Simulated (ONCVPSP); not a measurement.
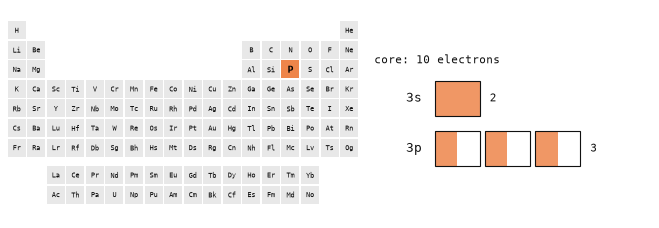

Left, the place of phosphorus in the periodic table; right, the valence shells of the reference configuration: a box for each of the 2l + 1 orbitals, shaded by the share of the shell that is filled, with the electron count at the right.

## P: pseudopotential generation

- system: phosphorus (P, Z = 15), core [Ne], reference valence 3s2 3p3, valence charge 5.
- method: ONCV potential, PBE, scalar-relativistic, made with ONCVPSP 4.0.1

### Input
```
# ATOM AND REFERENCE CONFIGURATION
# atsym  z   nc   nv     iexc    psfile
  P 15.00    3    2        4      upf
#
#   n    l    f
    1    0    2.00
    2    0    2.00
    2    1    6.00
    3    0    2.00
    3    1    3.00
#
# PSEUDOPOTENTIAL AND OPTIMIZATION
# lmax
    1
#
#   l,   rc,      ep,       ncon, nbas, qcut
    0    1.75    0.00    4    9    3.50
    1    1.60    0.00    4    9    5.30
#
# LOCAL POTENTIAL
# lloc, lpopt,  rc(5),   dvloc0
    4    5    1.35    0.00
#
# VANDERBILT-KLEINMAN-BYLANDER PROJECTORs
# l, nproj, debl
    0    2    0.60
    1    2    1.30
#
# MODEL CORE CHARGE
# icmod, fcfact, rcfact
    1    0.20    0.00
#
# LOG DERIVATIVE ANALYSIS
# epsh1, epsh2, depsh
   -2.00    5.00    0.02
#
# OUTPUT GRID
# rlmax, drl
    6.00    0.01
#
# TEST CONFIGURATIONS
# ncnf
    4
# nvcnf
#   n    l    f
    2
    3    0    2.00
    3    1    2.00
#
    2
    3    0    2.00
    3    1    1.00
#
    2
    3    0    2.00
    3    1    0.00
#
    2
    3    0    1.00
    3    1    4.00
#
```

Command:
```bash
oncvpsp.x < P.dat > P.out
```

### The program's output (extracts)
```
ONCVPSP  (Optimized Norm-Conservinng Vanderbilt PSeudopotential)
scalar-relativistic version 4.0.1

#   n    l    f        energy (Ha)
    1    0    2.00    -7.6591891E+01
    2    0    2.00    -6.3940627E+00
    2    1    6.00    -4.5750485E+00
    3    0    2.00    -5.1336413E-01
    3    1    3.00    -2.0237180E-01

Reference configufation results
  iterations    26
  all-electron total energy (Ha)   -3.41902143D+02

Begin loop to  construct optimized pseudo wave functions
and semi-local pseudopoentials for all angular momenta

   Wellstate for l =  0  n =  4
     eigenvalue =   0.0866
     asymptotic potential =   0.5866
     half-point radius =  8.5114

Calculating optimized projector #   1

 for l=   0

    Fraction of norm inside rc  0.473889
    Optimizing pswf for qcut=   3.49 a_B^-1,  ecut=   6.10 Ha
    Residual kinetic energy error=  5.17D-03 Ha

    Energy error per electron        Cutoff
         Ha          eV             Ha
         0.01000     0.27211        5.09
         0.00100     0.02721       25.38
         0.00010     0.00272       73.40
         0.00001     0.00027       84.55

Calculating optimized projector #   2

 for l=   0

    Fraction of norm inside rc  0.071050
    Optimizing pswf for qcut=   3.49 a_B^-1,  ecut=   6.10 Ha
    Residual kinetic energy error=  1.52D-03 Ha

    Energy error per electron        Cutoff
         Ha          eV             Ha
         0.01000     0.27211        2.73
         0.00100     0.02721        6.76
         0.00010     0.00272       26.03
         0.00001     0.00027       92.92

   Wellstate for l =  1  n =  4
     eigenvalue =   1.0976
     asymptotic potential =   1.5976
     half-point radius =  3.3031

Calculating optimized projector #   1

 for l=   1

    Fraction of norm inside rc  0.233419
    Optimizing pswf for qcut=   5.31 a_B^-1,  ecut=  14.10 Ha
    Residual kinetic energy error=  1.54D-05 Ha

    Energy error per electron        Cutoff
         Ha          eV             Ha
         0.01000     0.27211        2.97
         0.00100     0.02721        4.63
         0.00010     0.00272       11.30
         0.00001     0.00027       14.93

Calculating optimized projector #   2

 for l=   1

    Fraction of norm inside rc  0.202991
    Optimizing pswf for qcut=   5.31 a_B^-1,  ecut=  14.10 Ha
    Residual kinetic energy error=  4.84D-04 Ha

    Energy error per electron        Cutoff
         Ha          eV             Ha
         0.01000     0.27211        4.20
         0.00100     0.02721        8.22
         0.00010     0.00272       92.72
         0.00001     0.00027      137.30

Construct Vanderbilt / Kleinmman-Bylander projectors

B matrix Hermiticity error, ll=   0
   1   2    1.7465E-05

  Orthonormal projector coefficients  1.0860E+01  2.7596E+00

B matrix Hermiticity error, ll=   1
   1   2    5.9202E-05

  Orthonormal projector coefficients  3.3618E+00  9.5958E-01

Model core correction analysis
  based on d2Exc/dn_idn_j

d2excae - all-electron derivatives

   -2.221236D-02   -1.315389D-02
   -1.413070D-02   -8.505676D-03

d2excps - pseudofunction derivatives with no core correction

   -2.483392D-02   -1.442037D-02
   -1.538701D-02   -9.401354D-03

rms 2nd derivative error    1.647507E-03

Polynomial model core charge

d2excps - pseudofunction derivatives with core correction

   -2.163176D-02   -1.341618D-02
   -1.439337D-02   -8.993696D-03

rms 2nd derivative error    4.222084E-04

Pseudoatom total energy   -6.448884

Diagnostic tests using Vanderbilt-Kleinman-Bylander pseudopotentials
  1 or more projectors used as specified by nproj input data

   l    rcore       rmatch      e in        delta e   norm test  slope test

   0   1.7514983   1.8046776  -0.5133641  -0.0000032   1.0000312   1.0000476
   0   1.7514983   1.8046776   0.0866359   0.0000001   1.0000904   1.0000904

   1   1.6011794   1.6497947  -0.2023718   0.0000011   1.0000241   1.0000100
   1   1.6011794   1.6497947   1.0976282   0.0000062   1.0001265   1.0001265

 Testing for bound ghosts
   n   l    E NL Schr. Eq   E Basis Diag.   E Cutoff

   1   0       -0.513367       -0.510889    113.26

   2   1       -0.202371       -0.178211    153.30

 Testing for highly-localized positive-energy ghosts
       l    <radius>/rc     E Basis Diag.   E Cutoff

       0        0.985201        5.871416    113.26  WARNING - GHOST(+)

Test configuration 0

   n   l     f        eae           eps        diff
   1   0  2.0000  -76.59189075
   2   0  2.0000   -6.39406272
   2   1  6.0000   -4.57504848
   3   0  2.0000   -0.51336413   -0.51336732   -3.19D-06
   3   1  3.0000   -0.20237180   -0.20237073    1.07D-06

    Total energies and differences
      AE_ref= -3.41902143D+02  AE_tst= -3.41902143D+02  dif=  0.00D+00
      PS_ref= -6.44888447D+00  PS_tst= -6.44888447D+00  dif=  8.88D-16
      PSP excitation error= -8.88D-16

Test configuration 1

   n   l     f        eae           eps        diff
   1   0  2.0000  -76.99054902
   2   0  2.0000   -6.78485345
   2   1  6.0000   -4.96658816
   3   0  2.0000   -0.85579034   -0.85560414    1.86D-04
   3   1  2.0000   -0.52239719   -0.52216346    2.34D-04

    Total energies and differences
      AE_ref= -3.41902143D+02  AE_tst= -3.41544589D+02  dif=  3.58D-01
      PS_ref= -6.44888447D+00  PS_tst= -6.09138764D+00  dif=  3.57D-01
      PSP excitation error=  5.69D-05

Test configuration 2

   n   l     f        eae           eps        diff
   1   0  2.0000  -77.48150135
   2   0  2.0000   -7.25895834
   2   1  6.0000   -5.44219278
   3   0  2.0000   -1.24787342   -1.24702945    8.44D-04
   3   1  1.0000   -0.89209700   -0.89086665    1.23D-03

    Total energies and differences
      AE_ref= -3.41902143D+02  AE_tst= -3.40840950D+02  dif=  1.06D+00
      PS_ref= -6.44888447D+00  PS_tst= -5.38835279D+00  dif=  1.06D+00
      PSP excitation error=  6.61D-04

Test configuration 3

   n   l     f        eae           eps        diff
   1   0  2.0000  -78.05541584
   2   0  2.0000   -7.80532563
   2   1  6.0000   -5.99094681
   3   0  2.0000   -1.67625132   -1.67384753    2.40D-03

    Total energies and differences
      AE_ref= -3.41902143D+02  AE_tst= -3.39748055D+02  dif=  2.15D+00
      PS_ref= -6.44888447D+00  PS_tst= -4.29769625D+00  dif=  2.15D+00
      PSP excitation error=  2.90D-03

Test configuration 4

   n   l     f        eae           eps        diff
   1   0  2.0000  -76.64992672
   2   0  2.0000   -6.45049880
   2   1  6.0000   -4.63105411
   3   0  1.0000   -0.53928213   -0.54011895   -8.37D-04
   3   1  4.0000   -0.22312553   -0.22313645   -1.09D-05

    Total energies and differences
      AE_ref= -3.41902143D+02  AE_tst= -3.41588520D+02  dif=  3.14D-01
      PS_ref= -6.44888447D+00  PS_tst= -6.13484753D+00  dif=  3.14D-01
      PSP excitation error= -4.14D-04
```

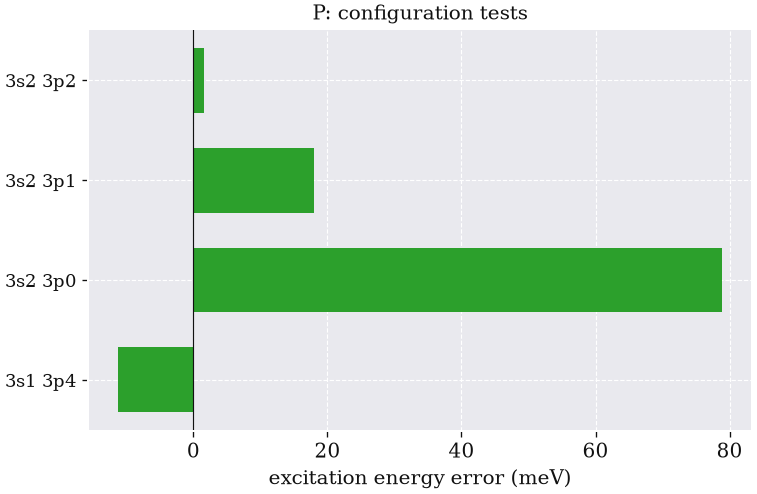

Errors, all-electron minus pseudo, of the energies of valence configurations relative to the unpolarised reference 3s2 3p3.

- Worst configuration: 3s2 3p0 (charge +3): the error is +79 meV on an all-electron energy of +58.62 eV relative to the reference, or 0.13 %.
- Configurations within 10 meV and within 50 meV: 1 and 3 of 4.
- Errors in meV: 3s2 3p2: +1.5; 3s2 3p1: +18; 3s2 3p0: +79; 3s1 3p4: -11.

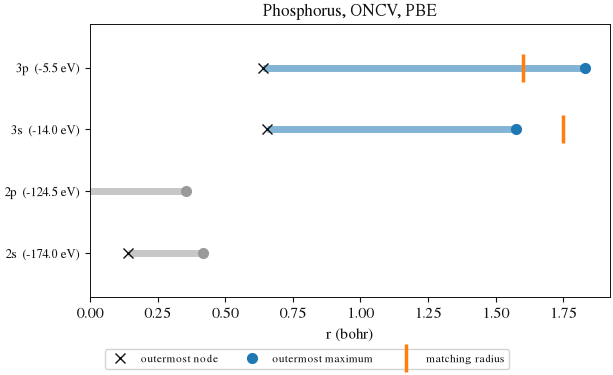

Outer shells of the all-electron reference atom: each bar runs from the outermost node (or the nucleus) to the outermost maximum of u(r); the tick is the radius chosen for the pseudo-wave. Shells without a tick have no pseudo-wave of their own. Levels, nodes and maxima are from ld1.x, scalar-relativistic.

- Radii against the shells: 3s: 1.75 bohr, outside the maximum; 3p: 1.60 bohr, between node and maximum.

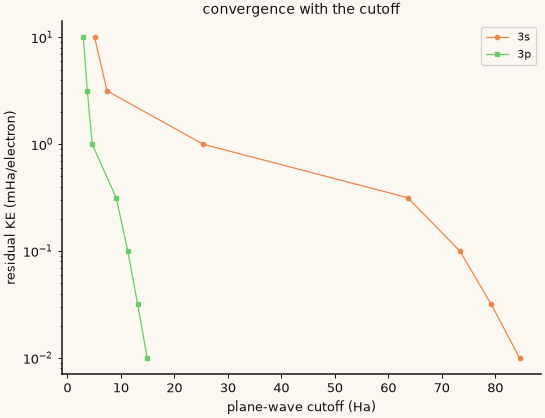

Residual kinetic energy of the pseudo-waves (the first of each channel, and further valence shells) beyond the plane-wave cutoff, as the generator prints it.

- Cutoffs for 1 mHa per electron: 3s: 25 Ha; 3p: 4.6 Ha.
- Hardest wave at 1 mHa per electron: 3s, with rc = 1.75 bohr and qcut = 3.5 1/bohr. The optimisation minimises, but can't always remove, the kinetic energy above qcut²/2 = 6.1 Ha, and a larger rc would as a rule soften the wave at some cost in transferability.
- Cutoffs for the occupied states: 25 Ha for 1 mHa and 73 Ha for 0.1 mHa per electron. The first is set by 3s.

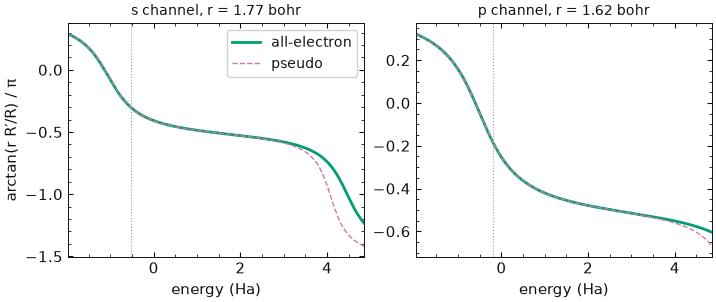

Unwrapped phase arctan(r R′/R) in units of π against energy, all-electron (solid) and pseudo (dashed); the pseudo phase is matched to the all-electron one at the reference energy. Here R(r) is the radial function. The dotted line marks the reference energy of the channel. Not drawn: d: not judged; f: not judged.

- Range over which the phases agree within 0.05 rad: s: up to about 3.3 Ha; p: up to about 4.2 Ha.
- Poles, where the radial function vanishes at the test radius: s: all-electron at 1.3 Ha, pseudo at 1.3 Ha; p: all-electron at 2.5 Ha, pseudo at 2.5 Ha.

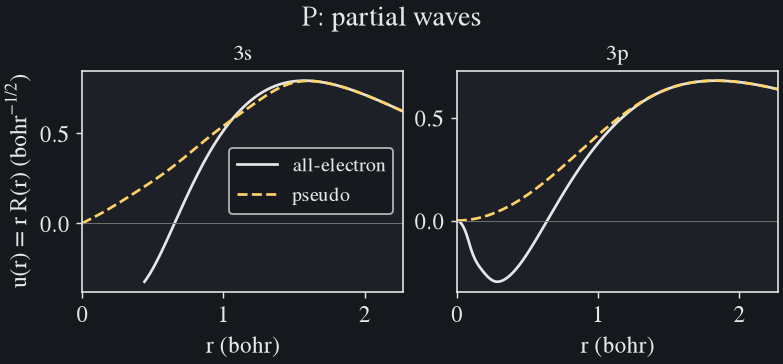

Pseudo-waves (dashed) against the all-electron radial functions (solid). The innermost oscillations of some all-electron curves aren't drawn. Reference configuration 3s2 3p3.

- Matching radii: 3s at 1.75 bohr; 3p at 1.60 bohr. The curves merge smoothly, so the plot gives these only roughly.
- Nodes of the pseudo-waves: 3s has no node; 3p has no node.

### Summary

- outcome: generated
- cutoffs needed: 25 Ha and 73 Ha (the cutoffs at which the residual kinetic energy of the hardest occupied pseudo-wave falls to 1 and 0.1 mHa per electron)
- ghost test: no bound ghost flagged; GHOST(+) flagged for s at 159.8 eV
- largest excitation error: +79 meV (all-electron minus pseudo) for 3s2 3p0, out of 4 test configurations
- rms error of d²Exc/dni dnj: 1.65 mHa without and 0.42 mHa with the model core
- range over which the phases arctan(r R′/R) at the test radius agree within 0.05 rad (a looser test near the poles than one of phase shifts): s: up to about 3.3 Ha; p: up to about 4.2 Ha; d: not judged, local potential alone; f: not judged, local potential alone
- hardware: 1 CPU thread, shared host
- wall time: 2.9 s
